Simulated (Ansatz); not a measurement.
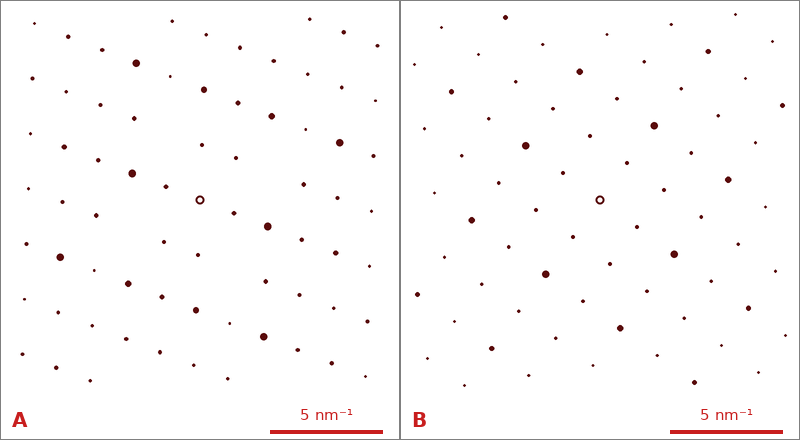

Kinematic electron diffraction patterns (120 kV, B = 0.5 Å², same scale, each along a low-index zone) of two structures of composition Ca3W, each relaxed at zero pressure with DFT PBE, scalar-relativistic, plane waves, PAW in Ansatz.

The structures (standard cells):
1. P6_3/mmc (No. 194), a = 7.051 Å, c = 5.356 Å (hexagonal axes), 8 atoms; generated start, possibly hypothetical
2. Pm-3m (No. 221), a = 4.837 Å, 4 atoms; generated start, possibly hypothetical

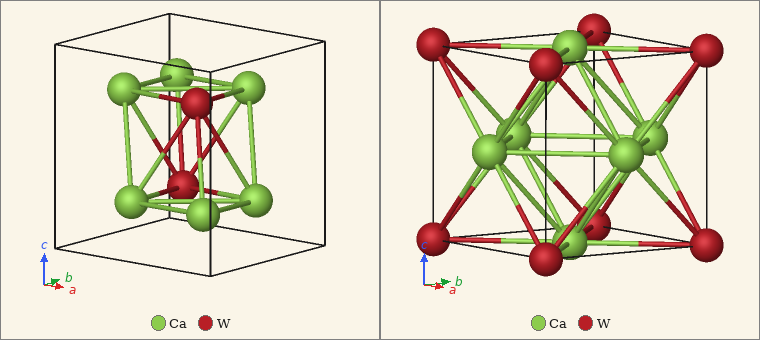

Drawings of the structures 1 to 2, from left to right (each may span several cells).

Question: Which pattern belongs to which structure, and along which zone?

Answer: A is structure 1 along [101] or an equivalent direction: centred rectangular net of 0 1 0 at d = 6.11 Å and 1 0 -1 at d = 4.03 Å, 70.7° apart (some points of this net are extinct or too weak to see). B is structure 2 along [001] or an equivalent direction: square net of 1 0 0 at d = 4.84 Å and 0 1 0 at d = 4.84 Å, 90.0° apart.

Question: Rank the structures by their computed energy.

Answer: Structure 1 (P6_3/mmc, 28.82 Å³ an atom) is the lowest of these; structure 2 (Pm-3m, 28.30 Å³ an atom) lies about 48 meV an atom higher. These are static energies at 0 K; other structures, not shown, may lie lower still.
